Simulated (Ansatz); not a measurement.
**Al2H3F (SMILES [F][AlH][AlH2]): MRCISD+Q(2,4)/MINI (density fitting with def2-universal-jkfit)**

What is the vertical singlet–triplet gap of Al2H3F at MRCISD+Q(2,4)/MINI (density fitting with def2-universal-jkfit)? 

The results are computed with Ansatz 0.2.0.

1 further run of the same task is left out (set aside as unsound or not needed).

### Step 1. Starting point

The species is Al2H3F (6 atoms), meant as a singlet with charge 0. As SMILES, `[F][AlH][AlH2]`. The shape comes from a force field and isn't a relaxed structure.

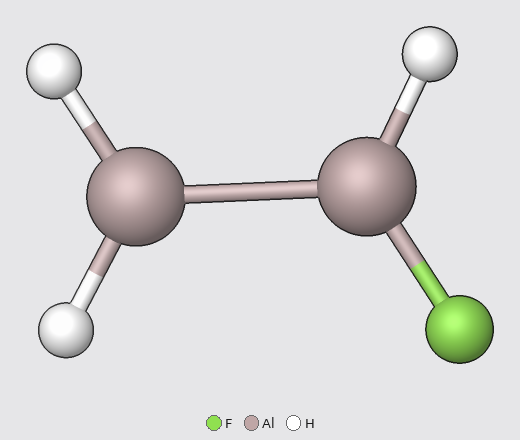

The structure, seen from a chosen angle (fluorine green, aluminium light grey, hydrogen white).

### Step 2. The energy at MRCISD+Q(2,4)/MINI (density fitting with def2-universal-jkfit)

Contents of in.yaml:

```yaml
crystal:
  periodic: [false, false, false]
  atoms:
    - symbol: F
      position_ang: [-0.891900, -2.142800, 1.281400]
    - symbol: Al
      position_ang: [-0.504400, -1.119600, -0.176100]
    - symbol: Al
      position_ang: [0.469300, 1.143100, 0.099900]
    - symbol: H
      position_ang: [-0.680100, -1.685300, -1.645400]
    - symbol: H
      position_ang: [0.894000, 2.004500, -1.185200]
    - symbol: H
      position_ang: [0.755200, 1.736200, 1.579200]
basis:
  gaussian:
    orbitals: MINI.json
    fitting: {mean_field: def2-universal-jkfit}
output: {orbitals: {seedname: orbitals}}
correlation:
  method: fic_mrcisd_q
  active_space: {window: {electrons: 2, orbitals: 4}}
  electrons: all
```

The basis set MINI is read from a file made from the Basis Set Exchange's data (not shown).

Launch:

```
$ ansatz run in.yaml --threads 1 --pin off --max-ram 2610MiB --events-out events.jsonl --progress --plain --runs-dir runs
```

Output, shortened:

```text
Warning: RAYON_NUM_THREADS=1 ignored (pool sized by the plan → 1); use --threads N
Functional definition: HF
  name "HF"
[...]
387 factors; integrals over basis functions are off by at most 1.2e-3 eV
[...]
mean field -15827.52082685 eV, -581.6506621079 hartree, gradient 1.5e-6 eV, S^2 0.000000; 0 other end points of the search recorded, 0 dependent functions left out
reference -15827.52082685 eV, -581.6506621079 hartree; 19, 19 occupied and 7, 7 virtual orbitals, 387 factors
state -15827.88571121 eV, -581.6640713608 hartree
contracted CI cycle   1: correlation 0.00000000 eV, 0.0000000000 hartree, residual 8.08e0 eV
contracted CI cycle   2: correlation -1.56282563 eV, -0.0574327825 hartree, residual 2.81e0 eV
contracted CI cycle   3: correlation -1.81577216 eV, -0.0667283963 hartree, residual 9.38e-1 eV
contracted CI cycle   4: correlation -1.83887575 eV, -0.0675774375 hartree, residual 3.34e-1 eV
contracted CI cycle   5: correlation -1.84201133 eV, -0.0676926679 hartree, residual 1.35e-1 eV
contracted CI cycle   6: correlation -1.84267033 eV, -0.0677168857 hartree, residual 6.98e-2 eV
contracted CI cycle   7: correlation -1.84280537 eV, -0.0677218481 hartree, residual 2.51e-2 eV
contracted CI cycle   8: correlation -1.84282168 eV, -0.0677224475 hartree, residual 9.07e-3 eV
contracted CI cycle   9: correlation -1.84282375 eV, -0.0677225236 hartree, residual 3.89e-3 eV
contracted CI cycle  10: correlation -1.84282407 eV, -0.0677225355 hartree, residual 1.40e-3 eV
state -15827.88571121 eV, -581.6640713608 hartree; corrected -15829.86914954 eV, -581.7369613748 hartree
[...]
contracted CI cycle   9: correlation -1.97466811 eV, -0.0725677147 hartree, residual 4.51e-3 eV
contracted CI cycle  10: correlation -1.97466855 eV, -0.0725677308 hartree, residual 1.86e-3 eV
state -15827.75838241 eV, -581.6593921136 hartree; corrected -15829.90266707 eV, -581.7381931213 hartree
state -15827.75838241 eV, -581.6593921136 hartree; corrected -15829.90266707 eV, -581.7381931213 hartree
state -15827.76011665 eV, -581.6594558457 hartree
contracted CI cycle   1: correlation 0.00000000 eV, 0.0000000000 hartree, residual 8.32e0 eV
contracted CI cycle   2: correlation -1.68167442 eV, -0.0618003950 hartree, residual 2.86e0 eV
contracted CI cycle   3: correlation -1.93249167 eV, -0.0710177589 hartree, residual 9.07e-1 eV
contracted CI cycle   4: correlation -1.95273671 eV, -0.0717617504 hartree, residual 2.86e-1 eV
contracted CI cycle   5: correlation -1.95505239 eV, -0.0718468503 hartree, residual 1.14e-1 eV
contracted CI cycle   6: correlation -1.95544669 eV, -0.0718613405 hartree, residual 5.28e-2 eV
contracted CI cycle   7: correlation -1.95551841 eV, -0.0718639761 hartree, residual 2.11e-2 eV
contracted CI cycle   8: correlation -1.95552948 eV, -0.0718643830 hartree, residual 7.93e-3 eV
contracted CI cycle   9: correlation -1.95553112 eV, -0.0718644432 hartree, residual 2.89e-3 eV
state -15827.76011665 eV, -581.6594558457 hartree; corrected -15829.86885468 eV, -581.7369505389 hartree
state -15827.75838241 eV, -581.6593921136 hartree; corrected -15829.90266707 eV, -581.7381931213 hartree
WARN: 2 active orbitals are nearly empty or full. The corrections depend on them more than the energy does, and are more stable in an active space without them
WARN: the results are in doubt because another end's mean lies 0.127 eV lower, and its corrected mean 0.034 eV higher
Total energy: -15829.90266707 eV, -581.7381931213 hartree
In doubt: another end's mean lies 0.127 eV lower, and its corrected mean 0.034 eV higher
```

Run time: 2.1 s. Hardware: 1 thread of Intel Xeon 6975P-C (Granite Rapids), shared host; peak memory 0.1 GiB.

### Step 3. The triplet, same level

Edit in.yaml of step 2 so:

```diff
@@ -19,3 +19,2 @@
     fitting: {mean_field: def2-universal-jkfit}
-output: {orbitals: {seedname: orbitals}}
 correlation:
@@ -24 +23,5 @@
   electrons: all
+output: {orbitals: {seedname: orbitals}}
+magnetization:
+  spin_polarized: false
+  initial_magnetization: 2
```

The basis set MINI is read from a file made from the Basis Set Exchange's data (not shown).

Launch:

```
$ ansatz run in.yaml --threads 1 --pin off --max-ram 2610MiB --events-out events.jsonl --progress --plain --runs-dir runs
```

Output, shortened:

```text
Warning: RAYON_NUM_THREADS=1 ignored (pool sized by the plan → 1); use --threads N
[... 2 set-up lines as earlier in the session ...]
[...]
387 factors; integrals over basis functions are off by at most 1.2e-3 eV
[...]
mean field -15824.97134240 eV, -581.5569702825 hartree, gradient 1.6e-6 eV, S^2 2.000000; 5 other end points of the search recorded, 0 dependent functions left out
reference -15824.97134240 eV, -581.5569702825 hartree; 20, 18 occupied and 6, 8 virtual orbitals, 387 factors
state -15825.05361174 eV, -581.5599936247 hartree
contracted CI cycle   1: correlation 0.00000000 eV, 0.0000000000 hartree, residual 8.62e0 eV
contracted CI cycle   2: correlation -1.95764070 eV, -0.0719419687 hartree, residual 2.98e0 eV
contracted CI cycle   3: correlation -2.24442835 eV, -0.0824812205 hartree, residual 9.63e-1 eV
contracted CI cycle   4: correlation -2.27334761 eV, -0.0835439839 hartree, residual 4.08e-1 eV
contracted CI cycle   5: correlation -2.27941369 eV, -0.0837669081 hartree, residual 1.89e-1 eV
contracted CI cycle   6: correlation -2.28075679 eV, -0.0838162660 hartree, residual 1.01e-1 eV
contracted CI cycle   7: correlation -2.28111591 eV, -0.0838294636 hartree, residual 5.37e-2 eV
contracted CI cycle   8: correlation -2.28119850 eV, -0.0838324987 hartree, residual 2.40e-2 eV
contracted CI cycle   9: correlation -2.28121610 eV, -0.0838331454 hartree, residual 1.12e-2 eV
contracted CI cycle  10: correlation -2.28121930 eV, -0.0838332628 hartree, residual 3.84e-3 eV
contracted CI cycle  11: correlation -2.28121967 eV, -0.0838332767 hartree, residual 1.40e-3 eV
state -15825.05361174 eV, -581.5599936247 hartree; corrected -15827.58276021 eV, -581.6529381168 hartree
Total energy: -15827.58276021 eV, -581.6529381168 hartree
```

It took 0.64 s on 1 thread of Intel Xeon 6975P-C (Granite Rapids), shared host.

### Step 4. What came out

At MRCISD+Q(2,4)/MINI (density fitting with def2-universal-jkfit):

```
                                        quantity          value
                           singlet: total energy  -581.73819 Eh
                           triplet: total energy  -581.65294 Eh
vertical energy of the triplet above the singlet       2.320 eV
```

**Reading.** At this shape the triplet lies 2.32 eV (53 kcal/mol) above the singlet. In a minimal basis such a difference can be off by several eV, whatever the method.
